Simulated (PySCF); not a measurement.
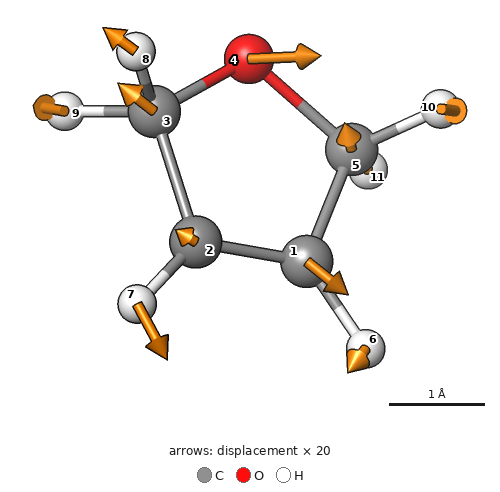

This is a relaxation of C₄H₆O. The starting structure is drawn; orange arrows show the displacements, magnified 20 times. The two geometries are superimposed by the best rigid fit.

Style: ball-and-stick. Shown at a tilt.

The start comes from GFN2-xTB. Its atoms were then displaced at random by about 0.01 Å.

Computed with PBE0-D3(BJ)/def2-SVP geometry optimisation, gas phase in PySCF 2.14.0, density-fitted response routines. 

### What happened in the run?

O4 moves most after the best rigid fit: 0.043 Å. Largest moves by element: O 0.043 Å, H 0.035 Å, C 0.029 Å. Near-neighbour distances that change, for instance: O4–C5 1.448 → 1.409 Å, C1–C2 1.297 → 1.332 Å, C3–O4 1.377 → 1.409 Å, C5–H11 1.084 → 1.109 Å. Among the angles between lasting bonds that change: C1–C2–H7 130.1° → 126.8°, C5–C1–H6 121.1° → 123.9°, C2–C1–C5 111.8° → 109.3°. The energy falls by 2.98 kcal/mol in 9 geometry steps. The run took 28 s on 1 thread of Arm Neoverse V1, with other jobs on the host.
